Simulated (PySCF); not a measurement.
Consider CHBrSi.

| atom | x (Å) | y (Å) | z (Å) |
| --- | --- | --- | --- |
| C | 0.5348 | 0.6576 | 0.1164 |
| Br | -1.4186 | 0.5724 | 0.3958 |
| Si | 0.7612 | -0.8809 | -0.6282 |
| H | 0.9769 | 1.5887 | 0.4728 |

Geometry: B3LYP-D4/def2-SVP.

The calculation used PySCF 2.14.0, Gaussian-basis quantum chemistry of an isolated molecule with PySCF, energy and nuclear gradient, functional PBE0.

Q: What can the converged electron density and electron localisation function tell about the bonding?

A: C–Si (1.72 Å): the density is about 1.1 e/Å³ at the midpoint; the ELF peaks at about 0.90 between the atoms (a covalent bond).
C–Br (1.98 Å): the density is about 0.96 e/Å³ at the midpoint; the ELF peaks at about 0.80 between the atoms, as expected for localised, covalent bonding.
C–H (1.09 Å): ρ at the midpoint is about 2 e/Å³; the ELF climbs to about 1 towards the hydrogen, as it does in any bond to H: an ordinary covalent bond to hydrogen.

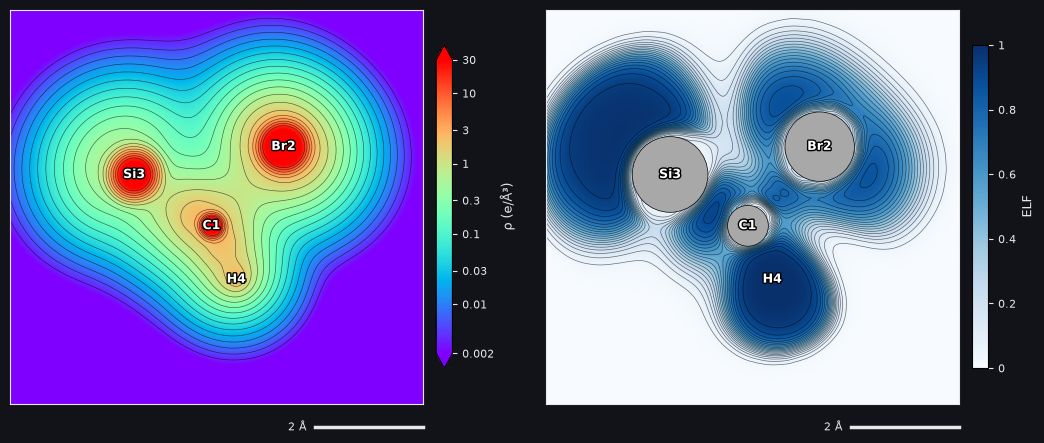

Computed electron density and electron localisation function on the molecular plane, in this order. Grey discs cover the atomic cores in the ELF map. 
